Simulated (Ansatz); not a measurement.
**FH4NSi2: harmonic frequencies at the relaxed geometry from a Python script**

Wanted for FH4NSi2: harmonic frequencies at the relaxed geometry. SMILES: F[SiH]1N[SiH2]1.

All numbers are computed with Ansatz 0.2.0 through its Python package. Level of theory: B3LYP/def2-SVP.

### Step 1. Starting point

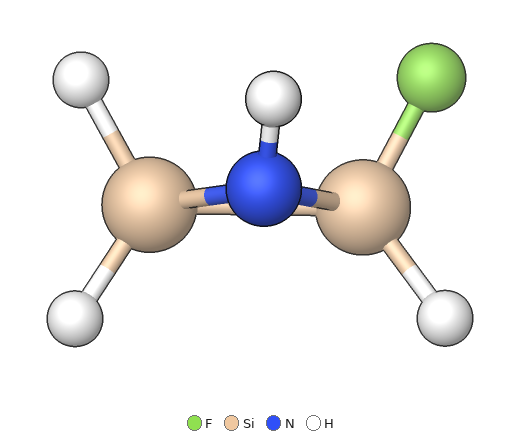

The starting structure, viewed from a chosen angle; fluorine green, silicon light orange, nitrogen blue, hydrogen white.

The script reads fh4nsi2.xyz:

```xyz
8

F    -1.08520    1.91580    0.10650
Si   -0.21330    0.94560   -0.72510
N     0.60840    0.10540    0.42130
Si   -0.15440   -1.21220   -0.07040
H     0.81870    1.59070   -1.59340
H     0.33560    0.43580    1.34950
H     0.75610   -2.19020   -0.65160
H    -0.97380   -1.64790    1.10740
```

### Step 2. The script

fh4nsi2.py reads:

```python
'''Vibrations of FH4NSi2.'''

import ansatz as az
import numpy as np

geometry = az.Crystal.molecule_from_extxyz('fh4nsi2.xyz')

calc = geometry.calculation()
calc = calc.basis(gaussian='def2-SVP')
calc = calc.functional('b3lyp')
symbols = [site.symbol for site in geometry.cartesian_sites]
start = np.array([site.position_ang for site in geometry.cartesian_sites], dtype=float)
data = calc.relax(force_tolerance=0.003).run().report
end = np.array(data['positions_ang'])

print('final positions (A) and the move of each atom')
for symbol, xyz, old in zip(symbols, end, start):
    print(f'{symbol:2s} {xyz[0]:10.5f} {xyz[1]:10.5f} {xyz[2]:10.5f}   {np.linalg.norm(xyz - old):7.4f}')

# frequencies need a stationary point, so they are taken at the relaxed geometry
minimum = az.Crystal.molecule()
for symbol, place in zip(symbols, end):
    minimum = minimum.atom(symbol, place.tolist())
vibrating = minimum.calculation()
vibrating = vibrating.basis(gaussian='def2-SVP').functional('b3lyp')
vibrating = vibrating.phonons(temperatures=(200, 600, 100))
vib = vibrating.run().report['vibrations']
sums = vib['harmonic_sums']
modes = [m['omega_inv_cm'] for m in sums['modes_at_gamma'] if m['rigid_motion'] == 'no']
print('frequencies (1/cm):', ' '.join(f'{w:.0f}' for w in modes))
print('imaginary modes:', sum(w < 0 for w in modes), ' zero-point energy:', round(sums['zero_point_energy_ev'], 4), 'eV')
print('T (K)   F_vib (eV)   S_vib (meV/K)   C_vib (meV/K)')
for row in zip(sums['temperatures_k'], sums['vibrational_free_energy_ev'], vib['entropy_ev_per_k'], vib['heat_capacity_ev_per_k']):
    print(f'{row[0]:6.1f} {row[1]:11.4f} {1000 * row[2]:13.4f} {1000 * row[3]:15.4f}')
```

### Step 3. Launch

Launch:

```sh
$ python fh4nsi2.py
```

Log:

```text
final positions (A) and the move of each atom
F    -1.40062    1.99029   -0.30187    0.5213
Si   -0.17490    0.95911   -0.61427    0.1181
N     0.58826    0.21035    0.73443    0.3309
Si   -0.18119   -1.20132   -0.00870    0.0681
H     0.65839    1.67201   -1.61449    0.1810
H     1.16867    0.42176    1.54100    0.8549
H     0.72427   -2.26173   -0.54294    0.1339
H    -1.29078   -1.84747    0.75104    0.5170
frequencies (1/cm): 179 272 412 478 550 563 655 728 749 858 877 953 969 1034 2203 2213 2248 3586
imaginary modes: 0  zero-point energy: 1.2105 eV
T (K)   F_vib (eV)   S_vib (meV/K)   C_vib (meV/K)
 200.0      1.1998        0.1722          0.3351
 300.0      1.1736        0.3562          0.5813
 400.0      1.1282        0.5505          0.7677
 500.0      1.0637        0.7370          0.9019
 600.0      0.9812        0.9107          1.0022
```

Run time: 2.1 min. Hardware: 1 thread of Intel Xeon at 2.70GHz, shared host; peak memory 0.25 GiB.

Lines on the test bed's own set-up are left out of the output.

A comment line of the script is reworded here; the code is as run.

### Step 4. The engine's runs

The 2 runs, in the order started:

```
run  kind of run  energy from run 1 (eV)  SCF cycles in all  CPU time (s)
  1   relaxation                  0.0000                 95            34
  2      phonons                  0.0000                279            90
```

### Step 5. How the relaxation of run 1 went

The steps of the relaxation:

| step | energy from step 1 (eV) | largest force component (eV/Å) |
| --- | --- | --- |
| 1 | 0.0000 | 4.9451 |
| 2 | -1.0895 | 2.7391 |
| 3 | -1.5674 | 0.6250 |
| 4 | -1.6988 | 0.7052 |
| 5 | -1.8185 | 0.8144 |
| 6 | -1.8779 | 0.2787 |
| 7 | -1.8793 | 0.2484 |
| 8 | -1.8846 | 0.1901 |
| 9 | -1.8863 | 0.0122 |
| 10 | -1.8864 | 0.0049 |
| 11 | -1.8864 | 0.0028 |

Step 1 is the start.

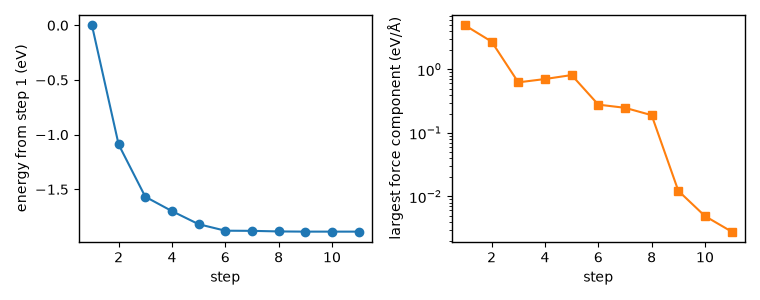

Energy and largest force along the relaxation.

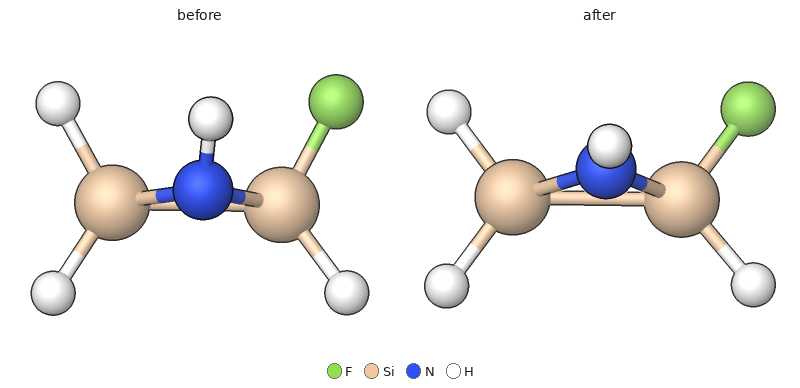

Before and after, at one scale.

Before: Bond lengths: F1–Si2 1.547 Å, Si2–N3 1.642 Å, Si2–Si4 2.256 Å, N3–Si4 1.600 Å, Si2–H5 1.495 Å, N3–H6 1.022 Å, Si4–H7 1.457 Å, Si4–H8 1.499 Å. Angles (14 of 15 angles, heavy atoms first): F1–Si2–N3 103.2°, F1–Si2–Si4 117.3°, N3–Si2–Si4 45.1°, Si2–N3–Si4 88.2°, Si2–Si4–N3 46.7°, F1–Si2–H5 115.5°, N3–Si2–H5 106.3°, Si4–Si2–H5 124.3°, Si2–N3–H6 109.6°, Si4–N3–H6 114.7°, Si2–Si4–H7 122.9°, Si2–Si4–H8 119.4°, N3–Si4–H7 112.2°, N3–Si4–H8 105.0°.

After: Bond lengths: F1–Si2 1.632 Å, Si2–N3 1.721 Å, Si2–Si4 2.244 Å, N3–Si4 1.771 Å, Si2–H5 1.484 Å, N3–H6 1.016 Å, Si4–H7 1.493 Å, Si4–H8 1.492 Å. Angles (14 of 15 angles, heavy atoms first): F1–Si2–N3 117.3°, F1–Si2–Si4 123.7°, N3–Si2–Si4 51.0°, Si2–N3–Si4 79.9°, Si2–Si4–N3 49.0°, F1–Si2–H5 104.3°, N3–Si2–H5 119.2°, Si4–Si2–H5 130.2°, Si2–N3–H6 141.7°, Si4–N3–H6 138.3°, Si2–Si4–H7 125.8°, Si2–Si4–H8 123.8°, N3–Si4–H7 116.9°, N3–Si4–H8 117.0°.

### Step 6. Vibrations

Frequencies (cm⁻¹; negative: imaginary): 179, 272, 412, 478, 550, 563, 655, 728, 749, 858, 877, 953, 969, 1034, 2203, 2213, 2248, 3586.

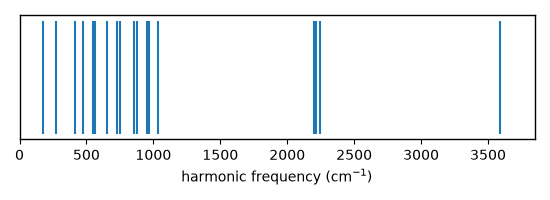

The harmonic frequencies as lines of equal height (no intensities).

### Step 7. Outcome

| quantity | value |
| --- | --- |
| runs compared | 2 |
| moves of the relaxation of run 1 | 10 |
| energy gained in run 1 | 1.886 eV |
| last largest force component of run 1 | 0.0028 eV/Å |
| highest frequency | 3586 cm⁻¹ |
| imaginary modes | 0 |
| zero-point energy | 1.211 eV |

Run 1: After 10 moves the largest shift is 0.855 Å, of atom 6 (H). So large a move can change the bonding: the results belong to the relaxed structure. All frequencies are real, so the geometry is a minimum. The values are harmonic; measured fundamentals also hold anharmonic shifts, mostly downward for stretches. The frequencies are harmonic and unscaled, in a modest basis. The result belongs to the one conformer reached from this start, and soft torsions count as harmonic oscillators. b3lyp holds the VWN-RPA fit, as in Gaussian; the form of ORCA and Turbomole is b3lyp5.
